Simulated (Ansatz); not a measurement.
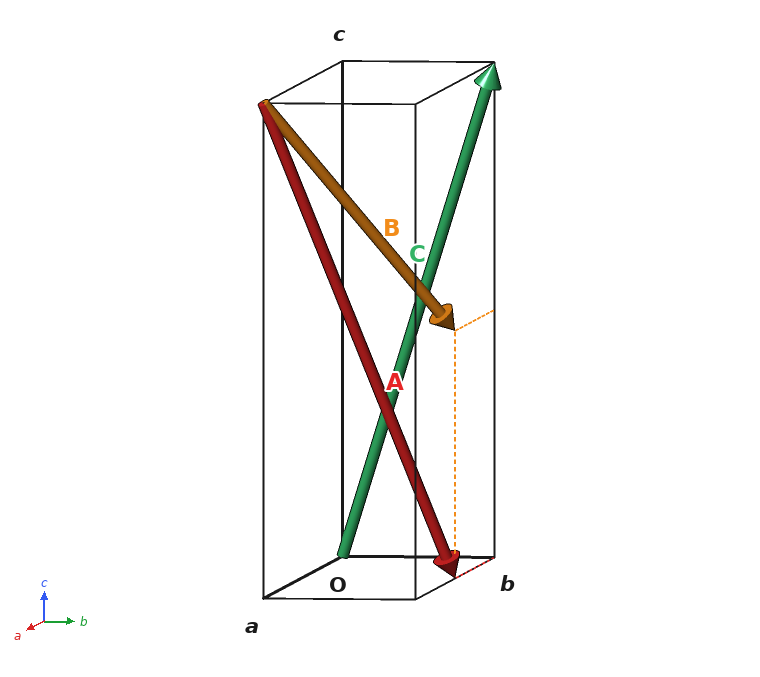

Each arrow starts at a corner of the unit cell and ends on its surface; where a tip isn't a corner, dashed lines run from it parallel to the axes. Crystal: Zr2B3, the end point of a relaxation with DFT PBE, scalar-relativistic, plane waves, PAW in Ansatz 0.2.0; the starting structure was generated, so it need not be a known form of this composition. The drawing is computed from the coordinates (standard cell, symmetry found to 0.002 Å).

a = 5.290 Å, b = 5.290 Å, c = 18.200 Å, α = 90.00°, β = 90.00°, γ = 120.00°.

### Index the directions.

Arrow A runs from (1, 0, 1) to (1/2, 1, 0), so [−1 2 −2], in four indices [−4 5 −1 −6]; Arrow B runs from (1, 0, 1) to (1/2, 1, 1/2), so [−1 2 −1], in four indices [−4 5 −1 −3]; Arrow C runs from (0, 0, 0) to (0, 1, 1), so [0 1 1], in four indices [−1 2 −1 3].

### How long is the vector ua + vb + wc in each case, and what angles do the directions make?

A 38.998 Å; B 22.959 Å; C 18.953 Å. A–B: 16.5°. A–C: 143.3°. B–C: 126.9°.
